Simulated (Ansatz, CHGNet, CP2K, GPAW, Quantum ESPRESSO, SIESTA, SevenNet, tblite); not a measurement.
**tblite runs on glassy 76SiO2-24MgO (mol %) (94 atoms)**

How near does tblite come to plane waves for glassy 76SiO2-24MgO (mol %) (94 atoms)?

Method: the method is named at each step, in tblite 0.8.0.

## (1) Set-up

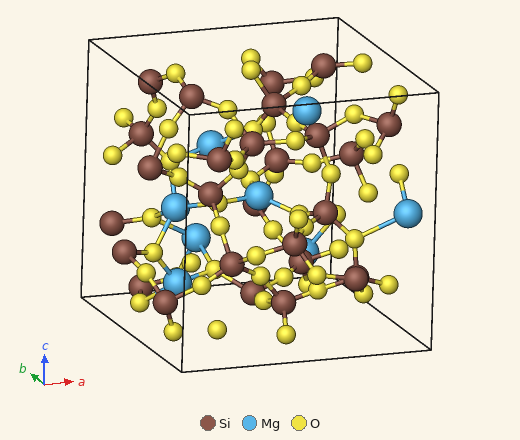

The starting structure, seen slightly off an axis (silicon brown, magnesium blue, oxygen yellow). Bonds to atoms that aren't drawn are left out. Some periodic images of atoms are drawn too.

The cell holds 94 atoms: 26 Si, 8 Mg and 60 O. Cell: a = 10.793 Å, b = 10.793 Å, c = 10.793 Å, α = 90.0°, β = 90.0°, γ = 90.0°. 94 atoms (26 Si, 8 Mg, 60 O) placed at random at 2.34 g/cm³, melted at 4000 K for 10 ps at fixed volume with the Morse and Coulomb pair potential with partial charges (Pedone, Malavasi, Menziani, Cormack and Segre, J. Phys. Chem. B 110, 11780 (2006)). Quenched from 4000 K to 300 K at 50 K/ps and fixed volume, held 10 ps at zero pressure. Then every atom was moved at random, 0.05 Å r.m.s. a Cartesian component.

The yardstick, on the same geometry:

| Quantity | Value |
| --- | --- |
| method | Kohn-Sham DFT, PBE, PAW, plane waves (Ansatz 0.2.0); cutoff 420 eV, Γ point, fermi-dirac smearing of 0.05 eV; PAW set soft_2 |
| r.m.s. force component | 2.761 eV/Å |
| longest force | 15.49 eV/Å |
| pressure | 5.547 GPa |
| gap (highest filled to lowest empty level) | 1.886 eV |
| SCF cycles | 9 |
| time | 11 s on 8 threads of Arm Neoverse V1, shared host |
| CPU time | 81 s |

## (2) GFN1-xTB

Method: GFN1-xTB tight binding, diagonalisation.

Input file run.py:

```python
import numpy as np
from ase.io import read
from tblite.ase import TBLite

atoms = read("structure.xyz")
atoms.calc = TBLite(method="GFN1-xTB", electronic_temperature=580, accuracy=1.0, max_iterations=250, mixer_damping=0.4, verbosity=1)
energy = atoms.get_potential_energy()
forces = atoms.get_forces()
print(f"energy {energy:.6f} eV")
print("forces (eV/A)")
for i, (a, f) in enumerate(zip(atoms, forces)):
    print(f"{i:4d} {a.symbol:2s} {f[0]:10.5f} {f[1]:10.5f} {f[2]:10.5f}")
stress = -atoms.get_stress(voigt=False) * 160.21766
print("stress (GPa, compression positive)")
for row in stress:
    print(" ".join(f"{x:10.4f}" for x in row))
print("charges (e)")
print(np.array2string(atoms.get_charges(), precision=4, suppress_small=True, max_line_width=110, threshold=100000))
```

Input file structure.xyz:

```xyz
94
Lattice="10.79285 0.00000 0.00000 0.00000 10.79285 0.00000 0.00000 0.00000 10.79285" Properties=species:S:1:pos:R:3 pbc="T T T"
Si 4.18104 3.43277 8.21811
Si 2.12004 4.95327 9.93978
Si 1.86727 1.24398 8.39295
Si 1.22445 10.74720 3.00915
Si 0.41326 4.95554 7.09285
Si 9.47396 1.92739 9.01052
Si 7.88666 10.51990 8.37234
Si 8.59888 2.74160 2.44555
Si 0.74384 3.73497 1.78158
Si 7.43627 3.41270 5.06023
Si 7.14692 3.81937 8.19825
Si 3.30175 3.03765 3.36133
Si 7.43390 10.78368 3.27908
Si 5.83073 3.63071 1.36400
Si 1.73063 9.18256 7.17401
Si 3.15378 5.16524 5.68783
Si 0.09908 6.62314 3.10478
Si 2.47038 10.51990 0.30932
Si 6.49287 6.85961 8.66374
Si 9.21709 8.36457 9.61265
Si 5.74039 6.66566 0.88728
Si 8.33445 7.96296 1.59918
Si 10.14204 7.38879 6.12991
Si 1.52870 7.89292 9.74864
Si 7.64058 9.15061 5.56123
Si 5.17863 1.07000 4.62776
Mg 2.77916 7.88580 4.37510
Mg 9.61373 10.72777 1.08036
Mg 4.72284 9.05175 6.49352
Mg 5.78518 6.45445 5.02234
Mg 10.46799 2.06446 5.14733
Mg 5.36653 0.66106 10.30814
Mg 2.82568 7.56741 1.30960
Mg 4.50256 9.80142 2.39968
O 6.29730 8.63784 4.99504
O 5.85890 0.29367 3.48318
O 3.99854 10.50781 0.59145
O 2.21707 0.60354 9.83272
O 2.84402 8.73919 6.06170
O 3.76746 1.65735 4.07829
O 6.13671 2.44857 4.86337
O 5.61951 5.22266 1.00805
O 2.98789 2.31895 7.96750
O 0.41995 5.06401 2.65796
O 1.80143 8.97415 0.15132
O 8.51783 2.88083 4.02260
O 1.09429 4.79408 8.72203
O 9.34855 9.62075 8.74739
O 10.63862 7.72315 9.79332
O 10.19601 6.16822 7.10796
O 4.01634 4.37143 6.88033
O 2.05075 6.54565 10.44942
O 5.80709 2.84305 8.38227
O 10.67229 6.81698 4.61438
O 8.03668 10.34246 4.61524
O 4.52620 7.81759 1.64213
[... 34 atom lines left out ...]
O 1.57468 10.69312 7.42332
O 0.28752 1.89263 8.60946
O 1.63048 7.29553 2.75498
O 5.87811 7.47383 7.47934
```

Command:

```bash
$ OMP_NUM_THREADS=1 python run.py > output.txt
```

The program printed:

```text
------------------------------------------------------------
  cycle        total energy    energy error   density error
------------------------------------------------------------
      1     -318.2131248815  -3.2003747E+02   1.0884690E+00
      2     -332.8471792970  -1.4634054E+01   6.6444628E-01
      3     -337.4302813191  -4.5831020E+00   4.4578298E-01
      4     -341.1651546398  -3.7348733E+00   9.9200159E-02
      5     -341.4159274510  -2.5077281E-01   6.0465998E-02
      6     -341.5654827313  -1.4955528E-01   1.1005194E-02
      7     -341.5685453016  -3.0625703E-03   4.9197354E-03
      8     -341.5690523564  -5.0705479E-04   2.6753413E-03
      9     -341.5691969438  -1.4458739E-04   7.1352586E-04
     10     -341.5692086293  -1.1685567E-05   2.7351981E-04
     11     -341.5692110372  -2.4078391E-06   6.5882903E-05
     12     -341.5692111965  -1.5932676E-07   2.1762380E-05
     13     -341.5692112005  -4.0282089E-09   1.0583589E-05
------------------------------------------------------------
 total:                                   4.797 sec
energy -9294.571660 eV
forces (eV/A)
   0 Si    0.71930    0.53941   -1.41651
   1 Si   -3.80956   -0.14078    1.07439
   2 Si   -3.40905    0.54872   -0.36718
   3 Si   -2.13358   -1.39943    3.57176
   4 Si    1.95512   -4.29998    0.42753
   5 Si    1.24075    2.38306    3.48675
   6 Si    0.39124   -2.34938   -1.21189
   7 Si   -0.47963   -1.35067   -2.04400
   8 Si    1.11467    1.26714    1.93321
   9 Si   -4.00202    4.37498    0.05688
  10 Si    4.76144   -6.38729   -0.86145
  11 Si    5.06599    0.04042    3.37076
  12 Si    0.28964   -2.46841   -3.61108
  13 Si   -6.61285   -3.58174   -1.51705
  14 Si   -0.46631   -1.15927   -7.16424
  15 Si    5.12564   -1.41134   -1.28589
  16 Si    3.43845   -0.02917   -2.95868
  17 Si   -1.20575   -0.00776    1.73868
  18 Si    2.02948   -0.79151    4.75562
  19 Si    1.23968   -0.27335    0.76224
  20 Si   -2.65597    9.46638   -0.33543
  21 Si   10.92747   10.48590    5.01420
  22 Si   -1.19552    1.42690   -3.39462
  23 Si   -4.27757   -1.16280    5.20484
[...]
86 O     0.47343    2.42831   -2.69950
  87 O    -0.72319    0.61730    0.04362
  88 O    -0.08486   -0.39474    1.54717
  89 O    -3.43612   -2.08784    0.00229
  90 O     0.62381    3.96561    0.82698
  91 O     2.04839   -0.33209   -1.34949
  92 O    -1.25291   -0.67592    0.35560
  93 O    -3.07342    2.28749   -3.97596
stress (GPa, compression positive)
    7.4219     1.7615     1.6372
    1.7615    10.6692    -1.4828
    1.6372    -1.4828    12.3390
charges (e)
[ 0.5168  0.4929  0.4904  0.4077  0.4829  0.4642  0.462   0.5358  0.4873  0.4493  0.48    0.4685  0.5018
  0.4551  0.4797  0.4346  0.4546  0.4518  0.4427  0.4667  0.4564  0.4752  0.4982  0.4994  0.4596  0.4629
  0.776   0.7596  0.7643  0.7426  0.7414  0.7435  0.7957  0.7405 -0.4899 -0.2623 -0.4591 -0.2376 -0.479
 -0.2513 -0.2584 -0.2026 -0.2131 -0.2763 -0.3061 -0.2402 -0.2623 -0.2974 -0.2547 -0.2084 -0.2644 -0.2822
 -0.2542 -0.2408 -0.2391 -0.5351 -0.1994 -0.2489 -0.2502 -0.4778 -0.21   -0.2592 -0.3286 -0.4689 -0.4579
 -0.4262 -0.2942 -0.2362 -0.2781 -0.1835 -0.2728 -0.2926 -0.2255 -0.4175 -0.2166 -0.2959 -0.4633 -0.4635
 -0.2041 -0.4578 -0.2607 -0.4829 -0.2843 -0.2383 -0.2266 -0.2052 -0.4676 -0.2228 -0.2471 -0.2023 -0.2169
 -0.2462 -0.496  -0.4   ]
```

The job ended after 5.4 s (1 thread of Arm Neoverse V1, shared host; peak memory 0.13 GiB).

Banners, paths, timers and routine set-up lines are dropped from the logs unmarked, and long logs keep their key lines alone; longer cuts are marked.

Numbers from this run, and their distance from the reference:

```
r.m.s. force component                  : 2.572 eV/Å
r.m.s. difference of force components   : 628.4 meV/Å
longest difference of force vectors     : 3080 meV/Å
force difference over r.m.s. force      : 22.76 %
slope of forces against the reference's : 0.9079
correlation of force components         : 0.9747
pressure                                : 10.14 GPa
pressure difference                     : 4.596 GPa
```

Length of the force difference by element (eV/Å):

| element | atoms | mean | most |
| --- | --- | --- | --- |
| Mg | 8 | 1.0 | 1.8 |
| O | 60 | 0.68 | 1.6 |
| Si | 26 | 1.5 | 3.1 |

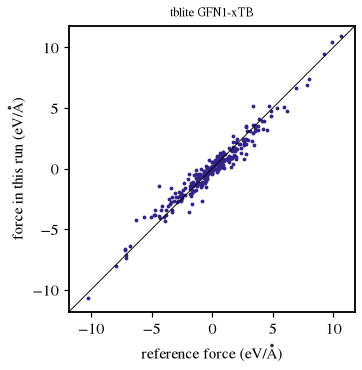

Force components against those of the reference; the line marks equality.

The surroundings of Si22, which bears the longest force, nearest first, numbered as they follow in the input and with coordinates relative to it.

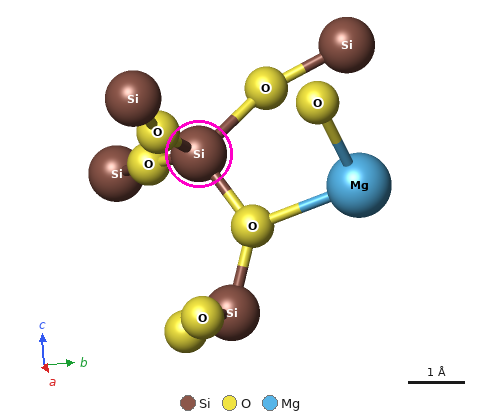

The atoms of the table, within 3.5 Å (arrows a, b, c point along x, y, z); some may hide others; the central atom is ringed.

| atom | x | y | z | distance (Å) | bonds | Mulliken charge (e) | Fx | Fy | Fz (eV/Å) |
| --- | --- | --- | --- | --- | --- | --- | --- | --- | --- |
| Si22 | 0.00 | 0.00 | 0.00 | 0.00 | 4 | 0.48 | 10.93 | 10.49 | 5.01 |
| O70 | -1.08 | -0.83 | -0.31 | 1.39 | 2 | -0.18 | -10.69 | -8.02 | -2.56 |
| O88 | 1.28 | -0.82 | 0.65 | 1.65 | 2 | -0.22 | -0.72 | 0.62 | 0.04 |
| O67 | 0.67 | 0.86 | -1.26 | 1.67 | 3 | -0.29 | -1.36 | 0.59 | 3.07 |
| O63 | -0.72 | 1.32 | 1.01 | 1.81 | 2 | -0.33 | 0.69 | -1.73 | -3.39 |
| Si20 | 0.88 | 0.40 | -2.78 | 2.94 | 4 | 0.47 | 1.24 | -0.27 | 0.76 |
| Si21 | -2.59 | -1.30 | -0.71 | 2.99 | 4 | 0.46 | -2.66 | 9.47 | -0.34 |
| Mg28 | 1.28 | 2.76 | -0.52 | 3.09 | 4 | 0.76 | 0.48 | -0.16 | 0.30 |
| Si17 | 2.56 | -1.34 | 1.51 | 3.26 | 4 | 0.45 | 3.44 | -0.03 | -2.96 |
| O78 | 2.28 | 2.00 | 1.20 | 3.26 | 2 | -0.46 | 0.23 | 0.18 | -1.59 |
| O84 | -0.36 | -0.34 | -3.28 | 3.32 | 2 | -0.24 | -3.80 | -3.96 | -1.23 |
| Si13 | -0.90 | 2.82 | 1.68 | 3.40 | 4 | 0.50 | 0.29 | -2.47 | -3.61 |
| O49 | 2.30 | -0.24 | -2.60 | 3.48 | 2 | -0.25 | 3.93 | -1.39 | -1.09 |

Atoms are counted from 1 here, from 0 in the log.

Forces lie 23 % from the reference's, at 0.066 times its CPU time (on 1 against 8 cores).

## (3) Summary of results

```json
{"force difference from the reference": "tblite GFN1-xTB, 23 %", "its CPU time": "5.4 s"}
```

Tight binding differs by 23 % (tblite GFN1-xTB); it is another model, with fitted parameters of its own, and the xTB methods hold dispersion. One electronic-structure run takes under half the reference's CPU time: tblite GFN1-xTB, at 23 % in 5.4 s against 81 s; its pressure misses by +4.6 GPa. Periodic xTB results under one method name differ between programs and library versions. Forces of 2.8 eV/Å r.m.s. are well above thermal ones: they come largely from the bond lengths of the classical model and from the random displacements, and they dominate the comparison. The quench rate of 50 K/ps is many orders above laboratory rates, so the cell is likely richer in defects and strain than a real sample. The network of bonds at the start is that of the classical potential that made the cell, and needn't be the one that DFT or experiment would give. The reference's stress is far from hydrostatic: its diagonal is 2.9, 5.9, 7.8 GPa, compression counted positive. The electronic-structure runs sample only Γ, in a cell whose shortest periodic width is 11 Å.

[Also dropped from logs without a mark: logging warnings of Python, and SIESTA's first energy breakdown and zero terms.]

[Logs are printed without paths, hosts, clocks, repeated set-up lines and the standing remarks that a program may print on its own settings, such as how far it seeks lower states.]

[Hosts, paths, dates, database ids (printed as entryN), source tags and the programs' standing remarks are cut or masked in the printed files.]
